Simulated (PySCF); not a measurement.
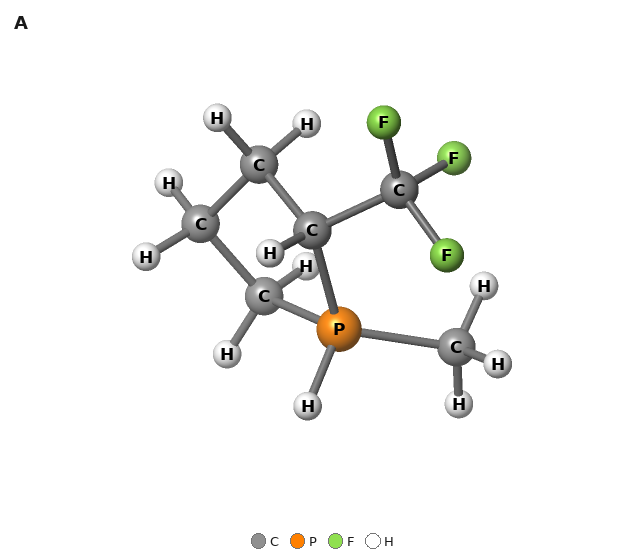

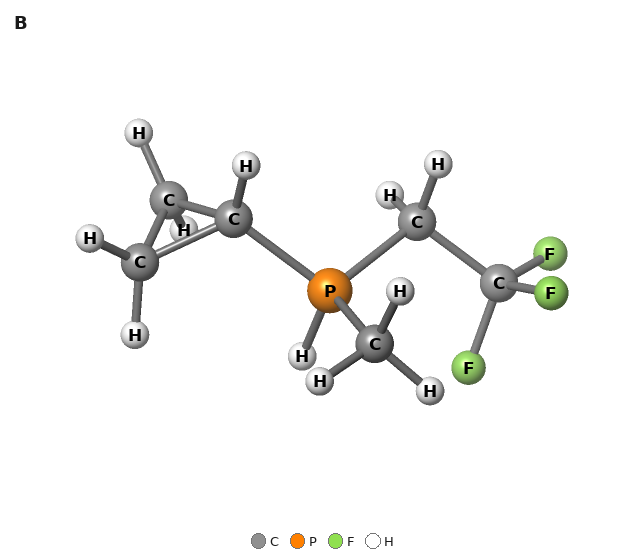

2 stationary structures of one formula. State: charge +1, singlet. Geometries: GFN2-xTB. Electronic energies: PBE0/pcSseg-1 (PySCF 2.14.0), without zero-point energy. No frequency run is at hand to confirm each as a minimum. Each is one conformer, not always the lowest.

> How are they related?

They are constitutional isomers of C6H11F3P(+): A `C[P@@H+]1CCC[C@@H]1C(F)(F)F`, B `C[P@H+](CC(F)(F)F)C1CC1`.

> Which is lowest in energy, and by how much?

A is lowest; B lies 94.9 kJ/mol above it.

The geometry is semi-empirical. Around P such bond lengths and angles can be off by a tenth of an ångström or more and by several degrees, and values that hang on the shape move with them.
